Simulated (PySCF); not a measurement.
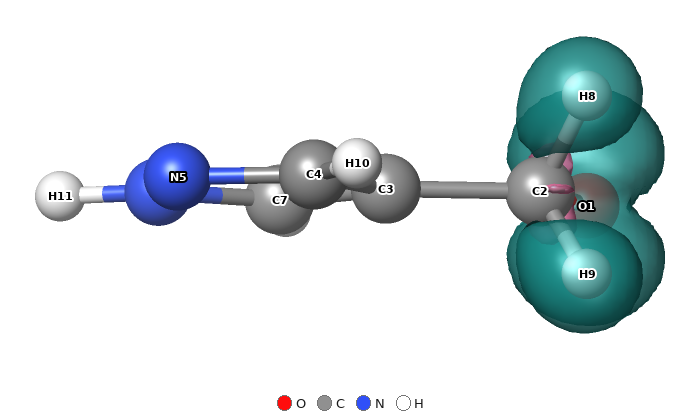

C$_{4}$H$_{5}$N$_{2}$O (SMILES [O]Cc1cn[nH]c1) (doublet). Isosurfaces of the spin density at +0.04 (teal) and −0.04 e/Å³ (pink), seen from one side.

Geometry: GFN2-xTB.

The calculation used PySCF 2.14.0, density-fitted response routines, UKS B3LYP, pcH-1 on C H N O, non-relativistic, mean-field spin-orbit, GIAO.

```yaml
atoms:
  - { symbol: O, position_ang: [2.3741, -0.9912, -0.3408] }
  - { symbol: C, position_ang: [1.7289, 0.0814, 0.0392] }
  - { symbol: C, position_ang: [0.2395, 0.0653, 0.0224] }
  - { symbol: C, position_ang: [-0.6463, 1.1063, 0.3900] }
  - { symbol: N, position_ang: [-1.8970, 0.7337, 0.2483] }
  - { symbol: N, position_ang: [-1.8552, -0.5210, -0.2017] }
  - { symbol: C, position_ang: [-0.5995, -0.9704, -0.3554] }
  - { symbol: H, position_ang: [2.0777, 0.9758, -0.5447] }
  - { symbol: H, position_ang: [2.0640, 0.3981, 1.0639] }
  - { symbol: H, position_ang: [-0.4064, 2.0881, 0.7460] }
  - { symbol: H, position_ang: [-2.7152, -1.0143, -0.3849] }
  - { symbol: H, position_ang: [-0.3634, -1.9526, -0.7083] }
```

Q: Where is the unpaired spin?

A: The unpaired spin (1 electron) lies mostly on O1 (about 0.7), H8 (about 0.1) and H9 (about 0.1), in electrons by Hirshfeld's partition.
